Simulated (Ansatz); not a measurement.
# C2H4FGa (SMILES C=[CH][GaH][F]): SVWN5/cc-pVDZ

Aim: the vertical singlet–triplet gap of C2H4FGa at SVWN5/cc-pVDZ, from 2 runs. 

The calculation is run with Ansatz 0.2.0.

67 further runs of the same task are left out: 2 that didn't finish, 65 set aside as unsound or not needed.

## Step 1: Starting point

The species is C2H4FGa (8 atoms), meant as a singlet with charge 0. SMILES: `C=[CH][GaH][F]`. The shape is that of a PBE0-D4/def2-TZVP optimisation. This is one conformer, not always the lowest.

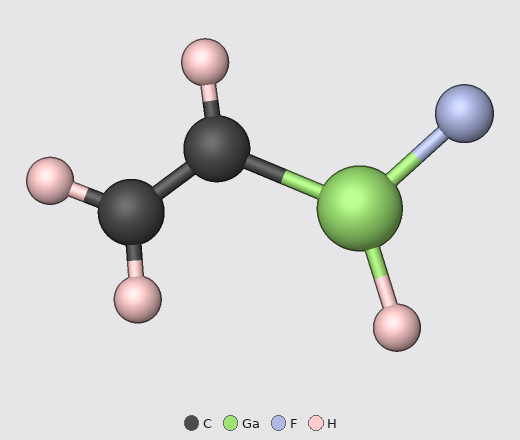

Viewed from a chosen angle; carbon dark grey, gallium green, fluorine light blue, hydrogen pink.

## Step 2: The energy at SVWN5/cc-pVDZ

Input file run.yaml:

```yaml
crystal:
  periodic: [false, false, false]
  atoms:
    - {symbol: C, position_ang: [-0.837100, 1.175400, 0.060900]}
    - {symbol: C, position_ang: [0.342600, 0.569500, -0.065000]}
    - {symbol: Ga, position_ang: [0.481700, -1.360200, -0.007600]}
    - {symbol: F, position_ang: [2.110500, -2.006100, -0.199600]}
    - {symbol: H, position_ang: [-1.762100, 0.620500, 0.200100]}
    - {symbol: H, position_ang: [-0.941100, 2.257800, 0.031600]}
    - {symbol: H, position_ang: [1.232300, 1.179600, -0.202300]}
    - {symbol: H, position_ang: [-0.626900, -2.436700, 0.182000]}
basis:
  gaussian:
    orbitals: cc-pVDZ
hamiltonian:
  xc: {name: SVWN5}
output:
  orbitals: {seedname: orbitals}
accuracy: high
```

Started as:

```console
$ ansatz run run.yaml --threads 1 --pin off --max-ram 3480MiB --events-out events.jsonl --progress --plain --runs-dir runs
```

The log of the run:

```text
Warning: RAYON_NUM_THREADS=1 ignored (pool sized by the plan → 1); use --threads N
Functional definition: SVWN5
  name "SVWN5"
  exchange = slater_x
  correlation = vwn5_c
2037 factors; integrals over basis functions are off by at most 4.6e-9 eV
mean field evaluation 1: about -57104.2639 eV, gradient 6.2e1 eV
mean field evaluation 2: about -57070.6648 eV, gradient 1.3e2 eV
mean field evaluation 4: about -57113.2167 eV, gradient 1.5e1 eV
mean field evaluation 8: about -57113.6951 eV, gradient 4.7e-1 eV
mean field evaluation 16: about -57113.6955 eV, gradient 1.4e-5 eV
mean field -57113.69554868 eV, -2098.8895983607 hartree, gradient 1.6e-8 eV, S^2 0.000000; 0 other end points of the search recorded, 0 dependent functions left out
reference -57113.69555259 eV, -2098.8895985046 hartree; 28, 28 occupied and 61, 61 virtual orbitals, 2037 factors
Total energy: -57113.69555259 eV, -2098.8895985046 hartree
```

Run time: 6 s. Hardware: 1 thread of Arm Neoverse V1, shared host; peak memory 0.23 GiB.

## Step 3: The triplet at the same level

Input file in.yaml:

```yaml
crystal:
  periodic: [false, false, false]
  atoms:
    - {symbol: C, position_ang: [-0.837100, 1.175400, 0.060900]}
    - {symbol: C, position_ang: [0.342600, 0.569500, -0.065000]}
    - {symbol: Ga, position_ang: [0.481700, -1.360200, -0.007600]}
    - {symbol: F, position_ang: [2.110500, -2.006100, -0.199600]}
    - {symbol: H, position_ang: [-1.762100, 0.620500, 0.200100]}
    - {symbol: H, position_ang: [-0.941100, 2.257800, 0.031600]}
    - {symbol: H, position_ang: [1.232300, 1.179600, -0.202300]}
    - {symbol: H, position_ang: [-0.626900, -2.436700, 0.182000]}
basis:
  gaussian: {orbitals: cc-pVDZ}
magnetization: {spin_polarized: true, initial_magnetization: 2}
output: {orbitals: {seedname: orbitals}}
accuracy: high
hamiltonian: {xc: {name: SVWN5}}
```

Started as:

```console
$ ansatz run in.yaml --threads 1 --pin off --max-ram 3480MiB --events-out events.jsonl --progress --plain --runs-dir runs
```

The log of the run:

```text
Warning: RAYON_NUM_THREADS=1 ignored (pool sized by the plan → 1); use --threads N
[... 4 set-up lines as earlier in the session ...]
2037 factors; integrals over basis functions are off by at most 4.6e-9 eV
mean field evaluation 1: about -57089.8117 eV, gradient 5.6e1 eV
mean field evaluation 2: about -56875.8374 eV, gradient 1.5e2 eV
mean field evaluation 4: about -57098.6945 eV, gradient 4.6e1 eV
mean field evaluation 8: about -57108.1685 eV, gradient 1.2e1 eV
mean field evaluation 16: about -57109.2560 eV, gradient 2.8e0 eV
mean field evaluation 32: about -57100.7772 eV, gradient 3.1e1 eV
mean field evaluation 64: about -57109.2666 eV, gradient 5.5e-1 eV
mean field -57109.32746598 eV, -2098.7290742823 hartree, gradient 1.1e-8 eV, S^2 2.001731; 6 other end points of the search recorded, 0 dependent functions left out
reference -57109.32746973 eV, -2098.7290744201 hartree; 29, 27 occupied and 60, 62 virtual orbitals, 2037 factors
Total energy: -57109.32746973 eV, -2098.7290744201 hartree
```

It took 19 s on 1 thread of Arm Neoverse V1, shared host; peak memory 0.29 GiB.

## Step 4: Results

Level: SVWN5/cc-pVDZ.

| quantity | value |
| --- | --- |
| singlet: total energy | -2098.88960 Eh |
| singlet: HOMO energy | -7.01 eV |
| singlet: LUMO energy | -2.61 eV |
| singlet: HOMO–LUMO gap | 4.40 eV |
| triplet: total energy | -2098.72907 Eh |
| triplet: HOMO energy (highest over α and β) | -3.08 eV |
| triplet: ⟨S²⟩ | 2.002 |
| vertical energy of the triplet above the singlet | 4.368 eV |

**Reading.** At this shape the triplet lies 4.37 eV (101 kcal/mol) above the singlet.
